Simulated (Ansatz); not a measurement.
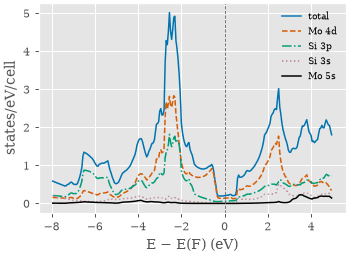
Figure: Total and projected density of states of Si$_{2}$Mo (MoSi2 or CaC2 type, I4/mmm), DFT-r²SCAN in the program Ansatz with PAW potentials

Question: Which orbitals carry the states next to the Fermi level?

Answer: Within 0.5 eV of the Fermi level: Mo 4d 74 %, Si 3p 22 %. Projections are on Löwdin-orthogonalised atomic valence shells; empty p or d shells of many metals are not among them.

Question: Where is the tallest occupied peak in this window, and what makes it?

Answer: Near -2.5 eV, about 5.0 states/eV per cell; the largest projected share is Mo 4d.

The r²SCAN relaxation kept the symmetry of its start; of distortions, only those at the zone centre were tested. No spin polarisation was allowed. Scalar-relativistic: spin–orbit coupling is off unless named, which matters more the heavier the elements.

Potentials: the earlier of the program's two PAW sets.
